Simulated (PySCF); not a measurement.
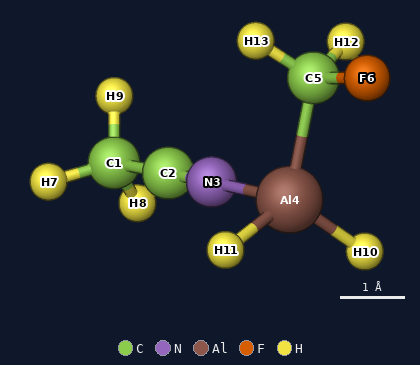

Figure 1. The structure as given in the input (ball-and-stick view, seen at a tilt; atoms are numbered from 1 in the order of the input). Sticks mark near contacts.

# What a change does: NMR shielding calculation on C₃H₇AlFN

System: C₃H₇AlFN, SMILES CC#[N+][AlH2-][CH2]F.
Method of the first run: GIAO PBE0/pcSseg-1 NMR shielding, non-relativistic, gas phase (PySCF 2.14.0).

The geometry comes from this level: PBE0-D3(BJ)/def2-SVP. Text and figures count atoms from 1; the logs count them from 0 in places.

### Input file, the first run
```
{"job": {"kind": "nmr", "xc": "PBE0", "basis": "pcSseg-1", "pop": false}, "charge": 0, "multiplicity": 1}
C      2.968251     0.115840    -0.123280
C      1.566067    -0.153498    -0.346743
N      0.451118    -0.376283    -0.531228
Al    -1.514131    -0.813753    -0.848907
C     -2.364132     0.691843     0.164571
F     -3.750740     0.548185     0.043420
H      3.434183     0.456318    -1.059235
H      3.470153    -0.801121     0.218053
H      3.081769     0.895802     0.643288
H     -1.570071    -2.264371    -0.170737
H     -1.554215    -0.711828    -2.447332
H     -2.118490     0.700115     1.244697
H     -2.093785     1.695659    -0.217766
```

The first line tells a small driver script what to run in PySCF; the rest is the geometry in Å.

Launched with:
```bash
OMP_NUM_THREADS=1 python <driver script> task.json out
```

Hardware: 1 CPU thread, shared host.

### Output (the first run)
```
coarse grid: 11376 points
cycle   1  E = -514.9577012995  dE =  3.180e-01  |g| = 5.569e-01  |ddm| = 3.067e+00
cycle   2  E = -514.8323570644  dE =  1.253e-01  |g| = 1.006e+00  |ddm| = 9.890e-01
cycle   3  E = -515.0212258607  dE = -1.889e-01  |g| = 1.850e-01  |ddm| = 5.939e-01
cycle   4  E = -515.0271194380  dE = -5.894e-03  |g| = 7.095e-02  |ddm| = 1.339e-01
cycle   5  E = -515.0280779786  dE = -9.585e-04  |g| = 1.255e-02  |ddm| = 4.241e-02
cycle   6  E = -515.0281060777  dE = -2.810e-05  |g| = 4.082e-03  |ddm| = 9.787e-03
cycle   7  E = -515.0281100219  dE = -3.944e-06  |g| = 4.518e-04  |ddm| = 3.499e-03
final grid: 105720 points
cycle   8  E = -515.0692703746  dE = -2.245e-05  |g| = 6.917e-03  |ddm| = 1.966e-02
cycle   9  E = -515.0692649572  dE =  5.417e-06  |g| = 8.978e-03  |ddm| = 1.012e-02
cycle  10  E = -515.0692813454  dE = -1.639e-05  |g| = 9.937e-04  |ddm| = 5.248e-03
cycle  11  E = -515.0692815128  dE = -1.674e-07  |g| = 1.636e-04  |ddm| = 6.474e-04
cycle  12  E = -515.0692815160  dE = -3.174e-09  |g| = 7.676e-05  |ddm| = 1.348e-04
cycle  13  E = -515.0692815169  dE = -9.012e-10  |g| = 4.442e-05  |ddm| = 6.547e-05
cycle  14  E = -515.0692815173  dE = -3.907e-10  |g| = 8.393e-06  |ddm| = 2.552e-05
converged SCF energy = -515.0692815173

GIAO shielding tensors (ppm)
atom      isotropic    diamagn.    paramagn.     s11        s22        s33       span
  0 C      182.975     249.187     -66.212    174.498    174.634    199.792     25.294
  1 C       57.010     270.065    -213.055    -47.831    -47.404    266.264    314.095
  2 N       22.432     337.218    -314.786   -129.306   -127.669    324.269    453.575
  3 Al     441.986     794.875    -352.889    402.451    445.068    478.439     75.988
  4 C      105.969     250.591    -144.623     47.066     78.808    192.032    144.966
  5 F      495.762     467.118      28.645    444.810    477.003    565.474    120.664
  6 H       29.021      25.733       3.289     24.295     26.812     35.957     11.662
  7 H       29.004      26.062       2.942     24.285     26.786     35.941     11.657
  8 H       29.076      28.007       1.069     24.310     27.061     35.858     11.549
  9 H       27.235      29.059      -1.824     24.490     26.032     31.183      6.692
 10 H       27.245      28.790      -1.546     24.510     26.017     31.207      6.696
 11 H       26.829      31.255      -4.426     22.830     26.159     31.498      8.668
 12 H       26.834      30.886      -4.052     22.834     26.166     31.503      8.669
```

The input of the second run differs as follows (lines with − go, lines with + come):
```diff
-"xc": "PBE0"
+"xc": "BHandHLYP"
```

How does the second run compare with the first run?

The total energies belong to different methods, so their difference says nothing on which is more stable or more accurate. The HOMO goes from −6.60 to −7.92 eV. The LUMO goes from −1.10 to 0.03 eV. The dipole moment goes from 10.36 to 10.75 D. Of all shieldings, the largest change is that of F6, by +10.3 ppm. The functional changes from PBE0 to BHandHLYP. The number of SCF iterations is the same.

### Output (the second run)
```
coarse grid: 11376 points
cycle   1  E = -515.2329376717  dE =  3.721e-01  |g| = 5.865e-01  |ddm| = 3.014e+00
cycle   2  E = -515.1946982979  dE =  3.824e-02  |g| = 8.060e-01  |ddm| = 8.085e-01
cycle   3  E = -515.3122410924  dE = -1.175e-01  |g| = 1.183e-01  |ddm| = 4.327e-01
cycle   4  E = -515.3142772906  dE = -2.036e-03  |g| = 6.732e-02  |ddm| = 9.249e-02
cycle   5  E = -515.3151131867  dE = -8.359e-04  |g| = 7.424e-03  |ddm| = 4.037e-02
cycle   6  E = -515.3151249290  dE = -1.174e-05  |g| = 2.671e-03  |ddm| = 7.298e-03
cycle   7  E = -515.3151267195  dE = -1.791e-06  |g| = 5.461e-04  |ddm| = 2.577e-03
final grid: 105720 points
cycle   8  E = -515.3462354807  dE = -9.713e-06  |g| = 3.480e-03  |ddm| = 8.750e-03
cycle   9  E = -515.3462355205  dE = -3.983e-08  |g| = 3.667e-03  |ddm| = 3.891e-03
cycle  10  E = -515.3462379181  dE = -2.398e-06  |g| = 4.693e-04  |ddm| = 1.869e-03
cycle  11  E = -515.3462379541  dE = -3.604e-08  |g| = 2.211e-04  |ddm| = 3.349e-04
cycle  12  E = -515.3462379630  dE = -8.911e-09  |g| = 7.521e-05  |ddm| = 1.511e-04
cycle  13  E = -515.3462379642  dE = -1.204e-09  |g| = 9.910e-06  |ddm| = 4.738e-05
cycle  14  E = -515.3462379643  dE = -3.467e-11  |g| = 3.330e-06  |ddm| = 1.281e-05
converged SCF energy = -515.3462379643

GIAO shielding tensors (ppm)
atom      isotropic    diamagn.    paramagn.     s11        s22        s33       span
  0 C      183.099     247.828     -64.728    175.499    175.609    198.190     22.690
  1 C       54.955     270.315    -215.361    -54.106    -54.059    273.030    327.136
  2 N       19.619     337.772    -318.153   -134.637   -132.844    326.337    460.974
  3 Al     449.655     793.394    -343.739    405.565    456.403    486.997     81.432
  4 C      106.673     250.216    -143.543     47.495     81.407    191.117    143.622
  5 F      506.083     468.649      37.434    455.149    482.686    580.413    125.264
  6 H       29.155      25.752       3.403     24.369     26.904     36.193     11.824
  7 H       29.138      26.083       3.055     24.360     26.877     36.176     11.816
  8 H       29.215      28.030       1.185     24.399     27.152     36.092     11.693
  9 H       27.626      29.236      -1.610     24.880     26.380     31.618      6.738
 10 H       27.634      28.970      -1.335     24.898     26.364     31.641      6.743
 11 H       27.189      31.541      -4.352     23.289     26.483     31.794      8.505
 12 H       27.193      31.164      -3.971     23.291     26.490     31.798      8.507
```

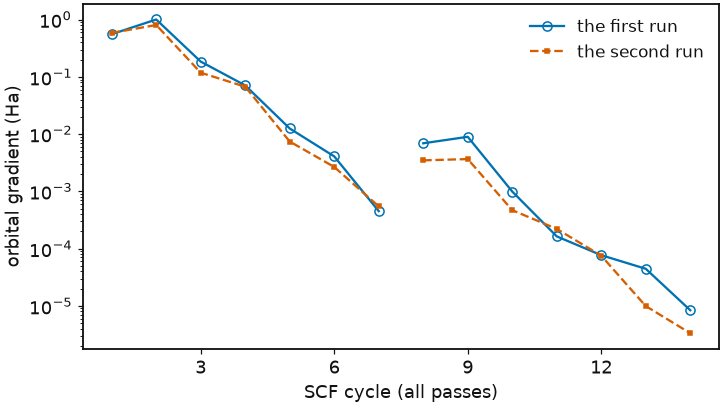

Figure 2. Convergence of the two runs: orbital gradient against the SCF cycle. A break in a curve parts two SCF passes (coarse and final grid). The first run takes 14 cycles in all, and the second run takes 14.

### The two runs side by side

| quantity | the first run | the second run |
| --- | --- | --- |
| outcome | converged | converged |
| total energy (hartree) | −515.069282 | −515.346238 |
| HOMO (eV) | −6.60 | −7.92 |
| LUMO (eV) | −1.10 | 0.03 |
| dipole moment (D) | 10.36 | 10.75 |
| shielding of C2 (ppm) | 57.0 | 55.0 |
| shielding of N3 (ppm) | 22.4 | 19.6 |
| shielding of Al4 (ppm) | 442.0 | 449.7 |
| shielding of C5 (ppm) | 106.0 | 106.7 |
| shielding of F6 (ppm) | 495.8 | 506.1 |
| shielding of H10 (ppm) | 27.2 | 27.6 |
| shielding of H11 (ppm) | 27.2 | 27.6 |
| SCF iterations | 14 | 14 |
| basis functions | 144 | 144 |
| wall time (shared host) | 12 s | 13 s |
